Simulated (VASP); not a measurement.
Band structure of Tm (hcp). Calculation: r2SCAN meta-GGA, VASP's PBE PAW potentials (set 64) (plane waves; VASP 6.6.1).

The 4f electrons are frozen in the core of the lanthanide potential, so 4f levels, which can set the real gap, and their magnetism are missing.

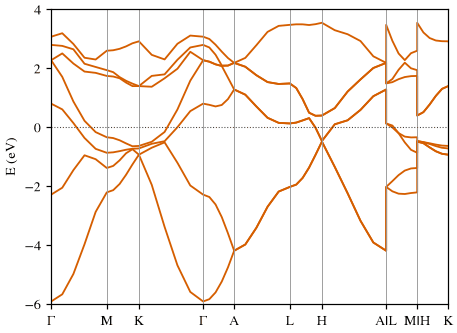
Figure: Bands along high-symmetry lines, zero at the valence-band maximum or, without a gap, the Fermi level

Problem. Read the plot: is there a gap, and where are the band edges?

Solution. It has no gap at this level: it comes out as a metal or semimetal.

The compound is Tm in the hcp structure. It was relaxed first.
